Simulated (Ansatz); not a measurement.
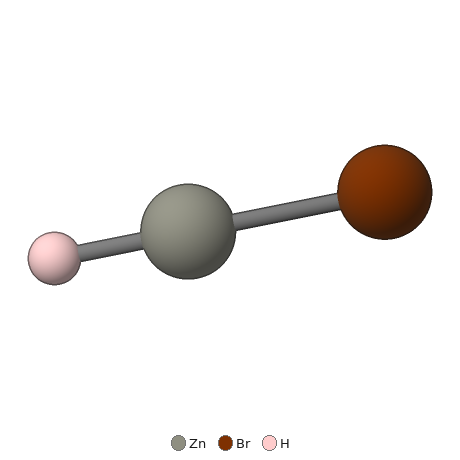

Charge 0, singlet. The geometry was computed by an optimisation with PBE-D4/def2-SVP. No frequency run is at hand to confirm it as a minimum.

What is the coordination number of the metal, and which atoms bind to it?

Zn binds 2 atoms: 1 Br at 2.25 Å, 1 H at 1.53 Å. The arrangement is linear.

Give the formal oxidation state and the d-electron count.

Zn(II), d¹⁰, counting the ligands as closed-shell ions or neutral donors.
